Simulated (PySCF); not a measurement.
## A study: ClH6N3Ti, SMILES `N[Ti](N)(N)Cl`

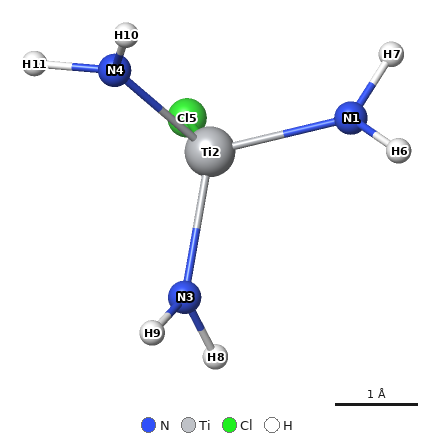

The molecule, with its atoms numbered as below. No frequency check shows the geometry to be a minimum.

Coordinates in Å:

```
N1       0.8728   -1.7114   -0.3801
Ti2      0.2845   -0.0022   -0.0025
N3       0.9163    0.5082    1.6573
N4       0.9396    1.1681   -1.2723
Cl5     -1.8854    0.0257   -0.0016
H6       1.7293   -2.1823   -0.0927
H7       0.3649   -2.3214   -1.0244
H8       0.5145    0.1412    2.5227
H9       1.7617    1.0282    1.8874
H10      1.7594    1.0797   -1.8705
H11      0.5626    2.1129   -1.3747
```

Part 1: Bonding charge

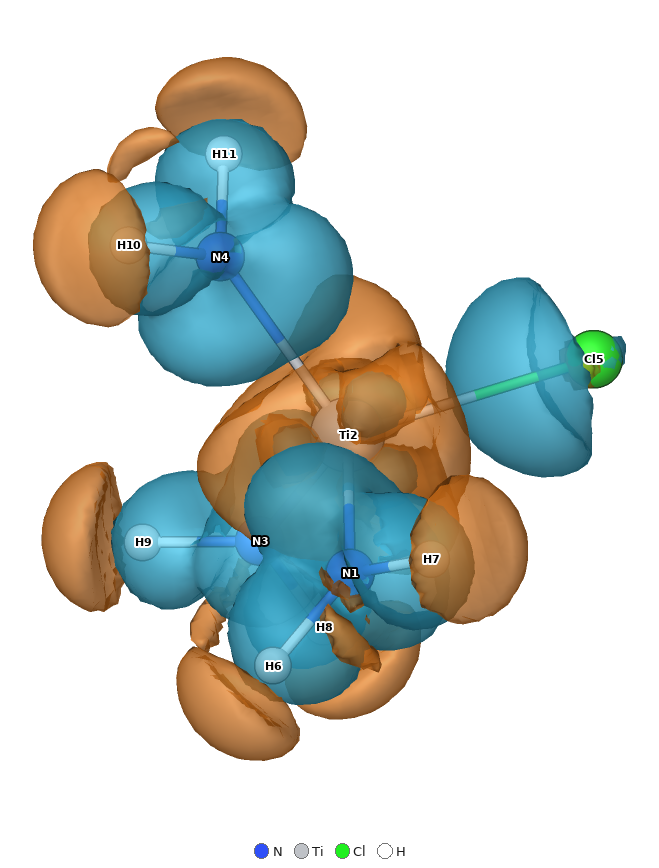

Deformation density (molecule less spherical, spin-averaged free atoms at the same positions), surfaces at ±0.05 e/Å³; light blue: gain, orange: loss.

Method: B3LYP/def2-SVPD; geometry: GFN2-xTB; program: PySCF. This is a single-reference result, which may miss multireference character in this system.

**Describe the bonding that the map shows.**

N4–H10: +0.76 e/Å³ at the bond critical point (bond length 1.02 Å). N1–H6: +0.76 e/Å³ at the bond critical point (bond length 1.02 Å). N3–H9: +0.76 e/Å³ at the bond critical point (bond length 1.02 Å). N3–H8: +0.75 e/Å³ at the bond critical point (bond length 1.02 Å). N4–H11: +0.75 e/Å³ at the bond critical point (bond length 1.02 Å). N1–H7: +0.75 e/Å³ at the bond critical point (bond length 1.02 Å). N1–Ti2 and Ti2–N3: +0.19 e/Å³ at the bond critical point (bond length 1.85 Å). Ti2–N4: +0.18 e/Å³ at the bond critical point (bond length 1.85 Å). Ti2–Cl5: +0.09 e/Å³ at the bond critical point (bond length 2.17 Å). In all, 2.4 electrons gather in the regions of gain relative to the promolecule. A small or negative value marks a very polar bond, one between electron-rich atoms, whose free-atom densities already overlap strongly, a long bond to a heavier atom, or a closed-shell contact such as a hydrogen bond.

**Where do the Hirshfeld charges lie?**

The highest Hirshfeld charge is on Ti2 (+0.52 e), the lowest on N1 and N3 (−0.32 e).

Part 2: Local ionisation energy

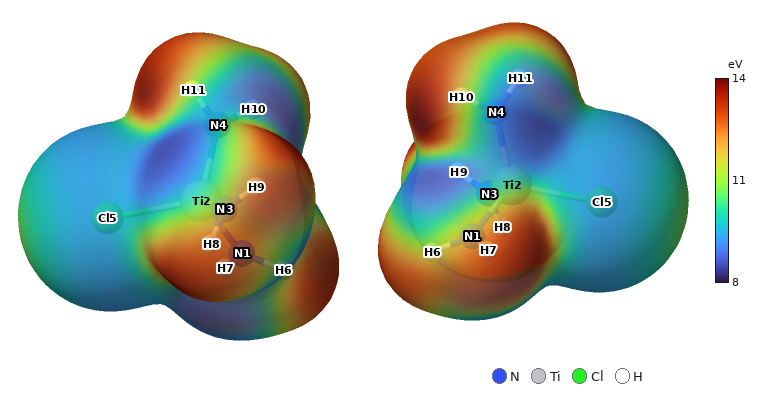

Average local ionisation energy on the surface of electron density 0.001 a.u. (back view left, front view right).

**Locate the minima of the map.**

The lowest value is 8.5 eV, over N3, off the plane of its three bonds (2.0 Å). For comparison, the highest occupied orbital lies at −7.0 eV.

Part 3: In an electric field

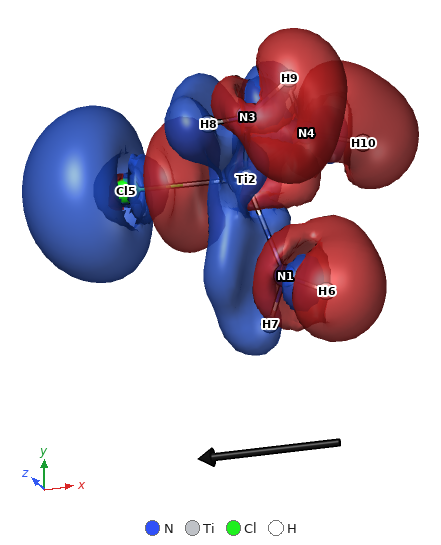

Change of the electron density in a uniform field of 0.21 V/Å along −x (arrow), surfaces at ±0.001 e/Å³ (red: gain, blue: loss).

PySCF calculation, B3LYP/def2-SVPD, gas phase; geometry: GFN2-xTB. This is a single-reference result, which may miss multireference character in this system.

The field was applied in both directions; the picture shows the one opposite to the script's first.

**What dipole is induced, and what polarisability does it imply?**

The induced dipole is 0.85 D (along the field); α along this axis, from the fields in both directions, is 83 bohr³ (12.3 Å³).

Part 4: Removing or adding an electron

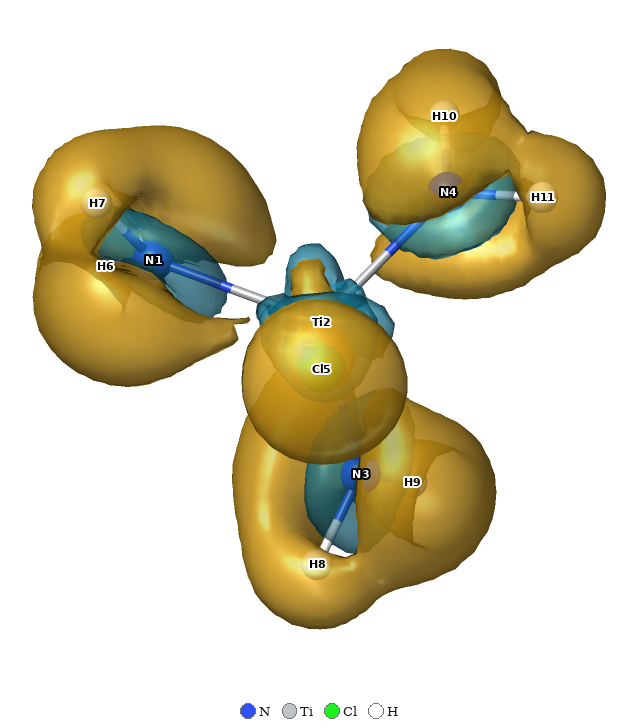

Fukui function f⁻ = ρ(N) − ρ(N−1) at fixed geometry, surfaces at ±0.015 e/Å³ (yellow positive, teal negative).

**Which atoms respond most to the removal of an electron?**

f⁻ (Hirshfeld-condensed) is largest on N1 and N3 (0.14 each), Cl5 (0.13) and N4 (0.13); the vertical ionisation energy is 8.98 eV (the stability of the cation's solution wasn't checked). Condensed values hint at sites of electrophilic attack but needn't mark the atom that reacts. Shares this close don't rank the sites. Orbital relaxation makes it negative in places (0.21 e in all).

```tsv
atom	f⁻	charge
N1	+0.14	−0.32
Ti2	+0.11	+0.52
N3	+0.15	−0.32
N4	+0.13	−0.32
Cl5	+0.13	−0.22
H6	+0.06	+0.11
H7	+0.06	+0.11
H8	+0.06	+0.11
H9	+0.06	+0.11
H10	+0.06	+0.11
H11	+0.06	+0.11
```

The PySCF runs shown took 33 s, 76 s and 99 s on 1 thread of Arm Neoverse V2, with other jobs on the host.
